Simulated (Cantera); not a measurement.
Feed: 1 mol HMDSO, 0.22 mol NO, at 0.120 bar.

Cantera equilibrium calculation (NASA polynomials, part measured and part estimated; ideal gas, pure solids and liquids). Candidate condensed phases: C, C₆H₆, C₇H₈, C₈H₁₈, H₂O, Si, SiC, SiO₂, Si₂N₂O, Si₃N₄; 151 gas species. The feed counts by its element totals alone. Mutual solubility and eutectic melting of coexisting phases are not modelled. The tables hold silica as quartz up to 1696 K and as liquid above; real silica turns to tridymite and cristobalite and melts near 1996 K. Kinetics and transport are ignored.

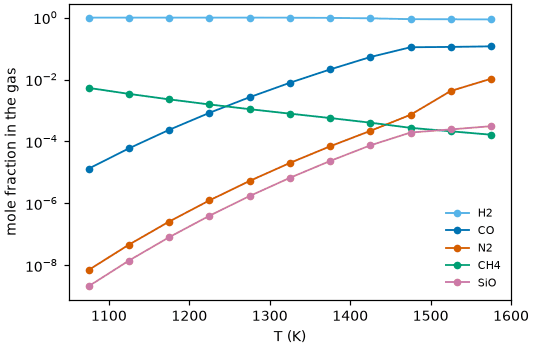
Fig. 1. Equilibrium gas composition (values under 1e-9 drawn at 1e-9)

Q: Read off the mole fractions at 1175 K.

A: H₂ about 1.00, CH₄ about 0.0023, CO about 0.00024, N₂ about 2.6e-7, SiO about 8.1e-8.
